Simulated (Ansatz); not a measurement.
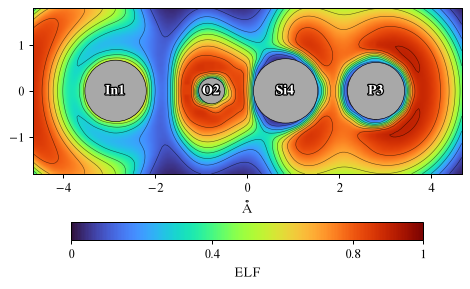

The picture shows: InOPSi (SMILES P#[Si][O][In]). Electron localisation function on a plane that holds the molecular axis. Grey discs cover the atomic cores.

Geometry: r2SCAN-D4/def2-SVP; core potentials replace the inner electrons of In.

Computed with Ansatz 0.2.0, isolated molecule in a Gaussian basis; Kohn-Sham density functional theory, functional PBE0.

The calculation's input:

```
crystal:
  periodic: [false, false, false]
  atoms:
    - {symbol: In, position_ang: [0.000000, 0.000000, -2.860962]}
    - {symbol: O, position_ang: [0.000000, 0.000000, -0.774022]}
    - {symbol: P, position_ang: [0.000000, 0.000000, 2.800057]}
    - {symbol: Si, position_ang: [0.000000, 0.000000, 0.834927]}
basis:
  gaussian:
    orbitals: def2-TZVPD
hamiltonian:
  xc: pbe0
output: {forces: true, orbitals: {seedname: orbitals}}
```

Launched as:

```sh
ansatz run input.yaml --threads 1 --pin off --max-ram 2610MiB --events-out events.jsonl --progress --plain --runs-dir runs
```

What does the map show?

Answer.
- The section cuts through In, O, P and Si sites.
- Si–O (1.61 Å): the ELF peaks at about 0.85 between the atoms: a short, strongly polar bond.
- Si–P (1.97 Å): the ELF peaks at about 0.75 between the atoms.
- In–O (2.09 Å): the ELF peaks at about 0.85 in the valence shell of O, 0.6 Å from its nucleus, and drops to about 0.15 between the two atoms.
- The ELF also peaks beside P3 and O2, away from the bonds: lone-pair regions.
